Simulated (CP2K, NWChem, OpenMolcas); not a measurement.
## SO (sulfur oxide): the dipole moment, rung by rung

The species is SO (2 atoms), meant as a triplet with charge 0. As SMILES, `O=S`. The bond length is the measured one.

```xyz
2

O     0.0000    0.0000    0.0000
S     0.0000    0.0000    1.4811
```

Each level gives the dipole moment (D). The values are calculated.

```tsv
level	kind	program	value (D)	CPU time
PM6	semi-empirical	CP2K	2.15	under 2 s
UHF/def2-TZVPPD	Hartree–Fock	NWChem	1.87	16 s
USVWN5/def2-TZVPPD	LDA	OpenMolcas	1.40	14 s
UBLYP/def2-TZVPPD	GGA	OpenMolcas	1.40	19 s
U-r2SCAN/def2-TZVPPD	meta-GGA	OpenMolcas	1.38	33 s
UB3LYP/def2-TZVPPD	global hybrid	OpenMolcas	1.52	20 s
UBHLYP/def2-TZVPPD	global hybrid	OpenMolcas	1.69	21 s
```

The values span 1.38 to 2.15 D. CPU times are rough (shared hosts, several kinds of processor): they show what a rung costs within a factor of a few.

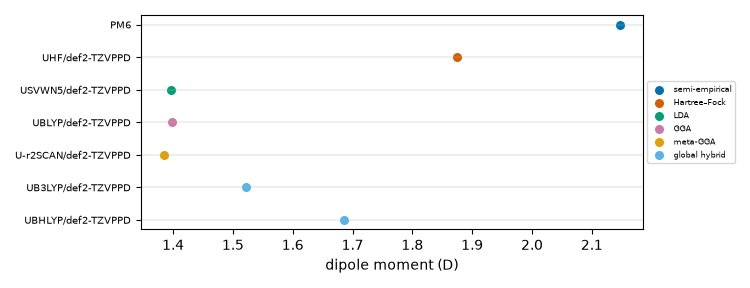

The values of the table, level by level.
